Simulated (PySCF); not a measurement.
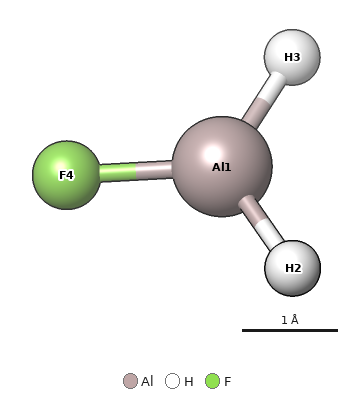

*The input geometry (ball-and-stick view, seen at a tilt; atoms are numbered from 1 in the order of the input). Sticks mark near contacts.*

AlH2F: single-point calculation

AlH2F, computed with wB97X-V/STO-3G, RKS (PySCF 2.14.0).

The geometry comes from this level: GFN2-xTB.

**Output**
```
PySCF version 2.14.0

[INPUT] num. atoms = 4
[INPUT] num. electrons = 24
[INPUT] charge = 0
[INPUT] spin (= nelec alpha-beta = 2S) = 0
[INPUT] symmetry False subgroup None
[INPUT] Mole.unit = angstrom
[INPUT] Symbol           X                Y                Z      unit          X                Y                Z       unit  Magmom
[INPUT]  1 Al     0.019600000000   0.032680000000   0.000940000000 AA    0.037038632041   0.061756249751   0.001776342557 Bohr   0.0
[INPUT]  2 H      1.546910000000  -0.017870000000   0.014080000000 AA    2.923236239351  -0.033769405846   0.026607343834 Bohr   0.0
[INPUT]  3 H     -0.738990000000   1.358820000000  -0.019420000000 AA   -1.396488708792   2.567797652581  -0.036698481339 Bohr   0.0
[INPUT]  4 F     -0.827520000000  -1.373630000000   0.004400000000 AA   -1.563786162600  -2.595784496486   0.008314794948 Bohr   0.0

nuclear repulsion = 50.3982135964249
number of shells = 10
number of NR pGTOs = 48
number of NR cGTOs = 16
basis = sto-3g
ecp = {}

******** <class 'pyscf.dft.rks.RKS'> ********
method = RKS
initial guess = minao
damping factor = 0
level_shift factor = 0
DIIS = <class 'pyscf.scf.diis.CDIIS'>
diis_start_cycle = 1
diis_space = 8
diis_damp = 0
SCF conv_tol = 1e-10
SCF conv_tol_grad = None
SCF max_cycles = 50
direct_scf = True
direct_scf_tol = 1e-13
XC library pyscf.dft.libxc version 7.0.0
    S. Lehtola, C. Steigemann, M. J.T. Oliveira, and M. A.L. Marques.,  SoftwareX 7, 1–5 (2018)
XC functionals = wb97x-v
    N. Mardirossian and M. Head-Gordon.,  Phys. Chem. Chem. Phys. 16, 9904-9924 (2014)
radial grids:
    Treutler-Ahlrichs [JCP 102, 346 (1995); DOI:10.1063/1.469408] (M4) radial grids

becke partition: Becke, JCP 88, 2547 (1988); DOI:10.1063/1.454033
pruning grids: <function nwchem_prune>
grids dens level: 5
symmetrized grids: False
atomic radii adjust function: <function treutler_atomic_radii_adjust>
** Following is NLC and NLC Grids **
NLC functional = wb97x-v
radial grids:
    Treutler-Ahlrichs [JCP 102, 346 (1995); DOI:10.1063/1.469408] (M4) radial grids

becke partition: Becke, JCP 88, 2547 (1988); DOI:10.1063/1.454033
pruning grids: <function nwchem_prune>
grids dens level: 1
symmetrized grids: False
atomic radii adjust function: <function treutler_atomic_radii_adjust>
small_rho_cutoff = 0
Set gradient conv threshold to 1e-05
Initial guess from minao.
tot grids = 134008
tot grids = 16600
init E= -338.62351899034
  HOMO = -0.344050505105721  LUMO = 0.137967373542965  gap/eV = 13.11637
cycle= 1 E= -338.959983109604  delta_E= -0.336  |g|= 0.398  |ddm|= 1.98
  HOMO = -0.0762837786457347  LUMO = 0.250912801965408  gap/eV = 8.90347
cycle= 2 E= -339.007059877184  delta_E= -0.0471  |g|= 0.346  |ddm|= 1.23
  HOMO = -0.243096127631402  LUMO = 0.26749046659216  gap/eV = 13.89377
cycle= 3 E= -339.047076302667  delta_E= -0.04  |g|= 0.0172  |ddm|= 0.478
  HOMO = -0.248519974383756  LUMO = 0.276336779920335  gap/eV = 14.28208
cycle= 4 E= -339.047287399927  delta_E= -0.000211  |g|= 0.00343  |ddm|= 0.0447
  HOMO = -0.24906678811937  LUMO = 0.275056399210926  gap/eV = 14.26212
cycle= 5 E= -339.047294561893  delta_E= -7.16e-06  |g|= 0.00063  |ddm|= 0.00831
  HOMO = -0.2485532343163  LUMO = 0.274901111893602  gap/eV = 14.24392
cycle= 6 E= -339.047294880972  delta_E= -3.19e-07  |g|= 0.00022  |ddm|= 0.00155
  HOMO = -0.248495919767901  LUMO = 0.274861210578844  gap/eV = 14.24127
cycle= 7 E= -339.047294931277  delta_E= -5.03e-08  |g|= 3.48e-05  |ddm|= 0.000774
  HOMO = -0.248475894011986  LUMO = 0.27485971160873  gap/eV = 14.24069
cycle= 8 E= -339.047294932819  delta_E= -1.54e-09  |g|= 1.68e-06  |ddm|= 0.000165
  HOMO = -0.248477283452454  LUMO = 0.274859618838561  gap/eV = 14.24072
cycle= 9 E= -339.047294932821  delta_E= -1.76e-12  |g|= 4.99e-07  |ddm|= 5.35e-06
  HOMO = -0.248476768947573  LUMO = 0.274859512188973  gap/eV = 14.24071
```

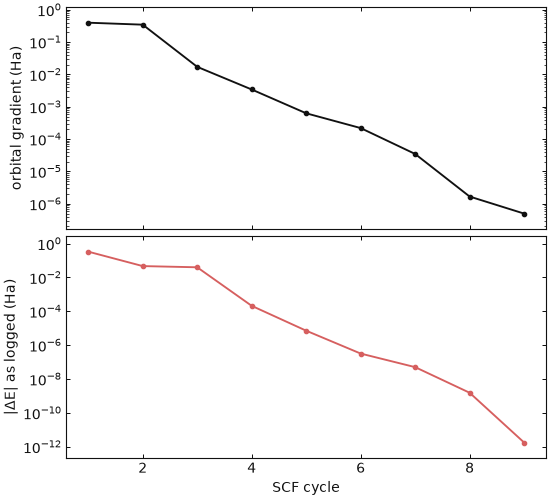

*Convergence of the self-consistent field: orbital gradient and size of the energy change against the SCF cycle.*

The residual falls at every step.

```
Extra cycle  E= -339.047294932821  delta_E= 1.14e-13  |g|= 1.66e-07  |ddm|= 1.11e-06
converged SCF energy = -339.047294932821
total energy: -339.04729493 hartree
```

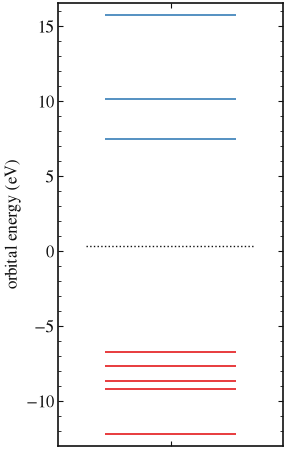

*Orbital energies near the frontier; the dotted line parts filled from empty levels, and levels within 0.02 eV of each other stand side by side.*

Highest filled −6.76 eV, lowest empty 7.48 eV, 14.24 eV apart.

This output came from the following input.

**Input file (job.py)**
```python
from pyscf import gto, dft

mol = gto.M(
    atom='Al 0.019600 0.032680 0.000940; H 1.546910 -0.017870 0.014080; H -0.738990 1.358820 -0.019420; F -0.827520 -1.373630 0.004400',
    max_memory=1860,
    verbose=4,
    spin=0,
    basis='sto-3g',
)

mf = dft.RKS(mol, xc='wb97x-v')
mf.grids.level = 5
mf.conv_tol = 1e-10
mf.nlcgrids.level = 1
mf.kernel()
if not mf.converged:
    mf = mf.newton().run(mf.mo_coeff, mf.mo_occ)

etot = mf.e_tot
print(f'total energy: {etot:.8f} hartree')
```

Run as:
```bash
OMP_NUM_THREADS=1 python job.py
```

**Results in brief**

```csv
quantity,value
outcome,converged
total energy,−339.047295 hartree
basis functions,16
HOMO,−6.76 eV
LUMO,7.48 eV
dipole moment,0.17 D
hardware,"1 thread of Intel Xeon (Sapphire Rapids), 16 GiB of memory available, shared host"
wall time,11 s
peak memory,0.18 GiB
```
